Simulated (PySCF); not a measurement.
# C$_{2}$H$_{6}$Cd, SMILES `C[Cd]C`: electronic structure

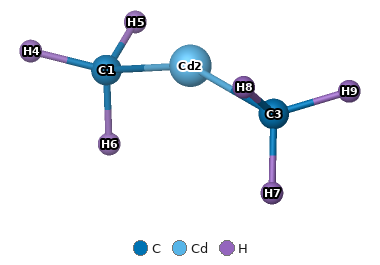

The molecule, with its atoms numbered as below. No frequency check shows the geometry to be a minimum.

Cartesian coordinates (Å):

```
C1      -2.1820   -0.2591   -0.0002
Cd2     -0.0000    0.1079   -0.0000
C3       2.1821   -0.2591    0.0002
H4      -2.6390    0.0127    0.9512
H5      -2.7031    0.2817   -0.7890
H6      -2.3435   -1.3283   -0.1595
H7       2.3413   -1.3345    0.1142
H8       2.6944    0.2462    0.8179
H9       2.6496    0.0541   -0.9330
```

Part 1: Bonding charge

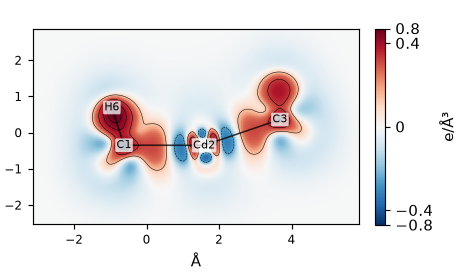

Deformation density (molecule less spherical, spin-averaged free atoms) in the plane of C1, Cd2, C3 and H6; colour scale in e/Å³, logarithmic beyond ±0.1; red: gain, blue: loss.

Computed with PySCF, B3LYP/def2-SVPD, geometry: GFN2-xTB. Core potentials replace the inner electrons of Cd; spin–orbit coupling isn't included.

Question: Describe the bonding that the map shows.

Answer: C1–H6: +0.63 e/Å³ at the bond critical point (bond length 1.09 Å). C1–Cd2 and Cd2–C3: +0.10 e/Å³ at the bond critical point (bond length 2.21 Å). In all, 1.7 electrons gather in the regions of gain relative to the promolecule. A small or negative value marks a very polar bond, one between electron-rich atoms, whose free-atom densities already overlap strongly, a long bond to a heavier atom, or a closed-shell contact such as a hydrogen bond.

Question: Where do the Hirshfeld charges lie?

Answer: The highest Hirshfeld charge is on Cd2 (+0.44 e), the lowest on C1 and C3 (−0.25 e).

| atom | charge (e) |
| --- | --- |
| C1 | −0.25 |
| Cd2 | +0.44 |
| C3 | −0.25 |
| H4 | +0.01 |
| H5 | +0.01 |
| H6 | +0.01 |
| H7 | +0.01 |
| H8 | +0.01 |
| H9 | +0.01 |

Part 2: Bond critical points

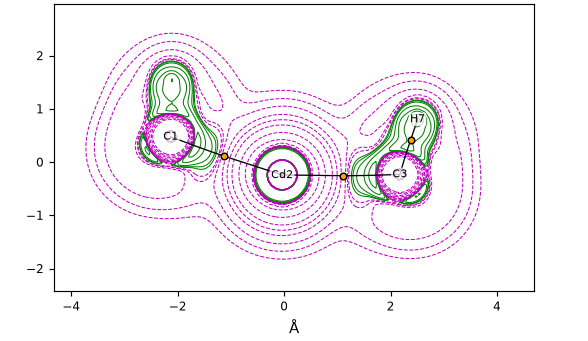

Negative Laplacian of the density (−∇²ρ) in the plane of C1, Cd2, C3 and H7 (solid green lines positive, dashed magenta lines negative, contours at ±0.02 to ±8 a.u.), with bond paths and bond critical points (dots).

Question: Sort the bonds in the plane by the sign of ∇²ρ at their critical points.

Answer: Concentrated (∇²ρ < 0): C3–H7 (−0.94 a.u.). Depleted (∇²ρ > 0): C1–Cd2 and Cd2–C3 (+0.14 a.u., H = −0.028). A positive Laplacian with negative H is typical of metal–ligand bonds.

Question: Where along C3–H7 does the critical point lie?

Answer: 0.68 Å from C3 and 0.41 Å from H7.

Part 3: Local ionisation energy

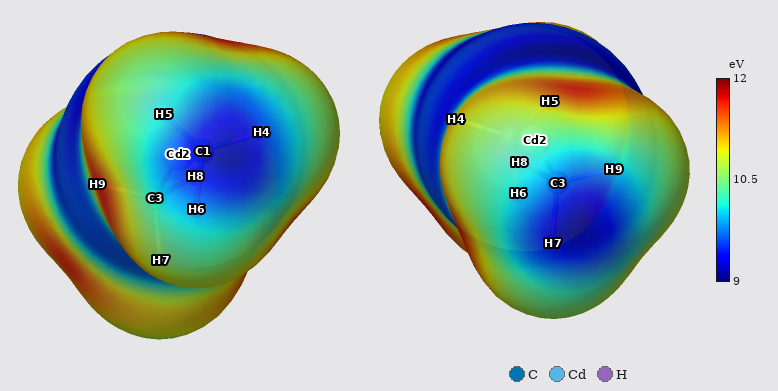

Average local ionisation energy on the surface of electron density 0.001 a.u. (back view left, front view right).

Question: Where are the most loosely bound electrons on this surface?

Answer: The lowest value is 9.1 eV, off the Cd2–C3 bond (2.3 to 2.4 Å from its atoms). Further minima include 9.2 eV, near H9 (1.86 Å), H8 (1.96 Å), H7 (2.06 Å) and C3 (2.06 Å), and at like points elsewhere. For comparison, the highest occupied orbital lies at −6.5 eV.

Part 4: In an electric field

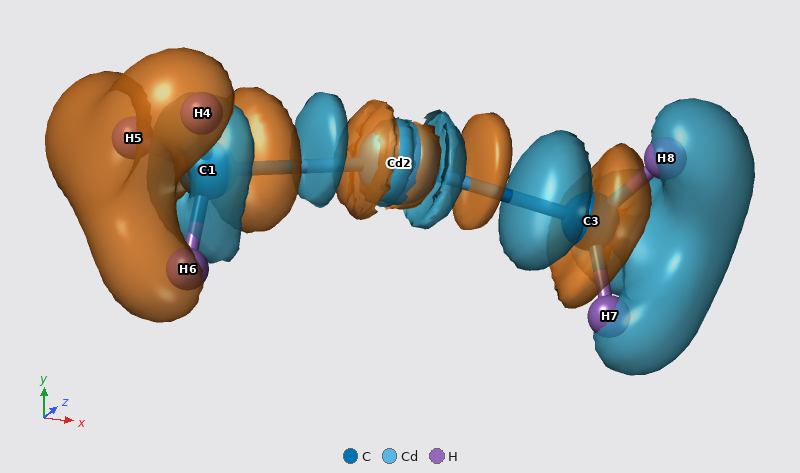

Change of the electron density in a uniform field of 0.21 V/Å, surfaces at ±0.002 e/Å³ (light blue: gain, orange: loss).

Level of theory: B3LYP/def2-SVPD (PySCF), at a geometry from GFN2-xTB. Core potentials replace the inner electrons of Cd; spin–orbit coupling isn't included.

The field was applied in both directions; the picture shows the one opposite to the script's first.

Question: Along which Cartesian direction does the field point?

Answer: Along −x: electrons gather on the +x side, against the field.

Question: How large is the response?

Answer: The induced dipole is 0.97 D (along the field); α along this axis, from the fields in both directions, is 95 bohr³ (14.1 Å³).

Part 5: Removing or adding an electron

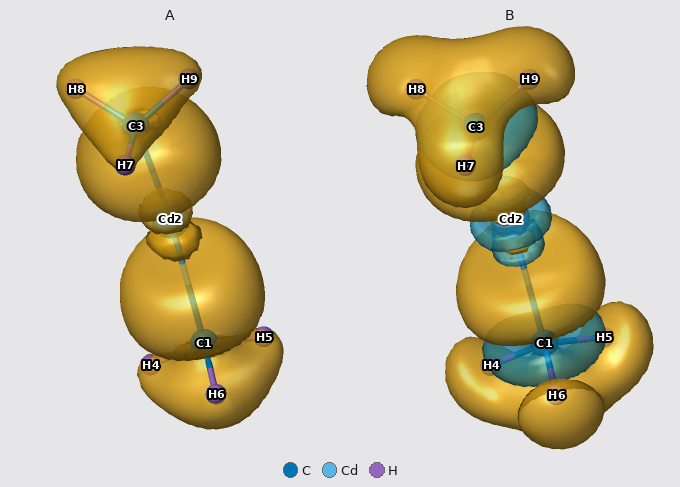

The Fukui function f⁻ from two separate SCF calculations and the density of the HOMO, at ±0.015 e/Å³ (yellow positive, teal negative).

Method: B3LYP/def2-SVPD; geometry: GFN2-xTB; program: PySCF. Core potentials replace the inner electrons of Cd; spin–orbit coupling isn't included.

Question: Which panel is which, and how good is the frozen-orbital picture?

Answer: B is f⁻ (it has negative regions), A the HOMO density. The HOMO lies on C1 and C3 (30 % each) and Cd2 (21 %); f⁻ (Hirshfeld-condensed) is largest on Cd2 (0.24) and C1 and C3 (0.17 each); the vertical ionisation energy is 8.69 eV. Relaxation shifts 26 % of the electron between atoms. The orbital energy is −6.51 eV.

The PySCF runs shown took 13 s, 26 s and 2.8 min on 1 thread of Intel(R) Xeon(R) Platinum 8259CL CPU @ 2.50GHz (Skylake/Cascade Lake) (shared host).
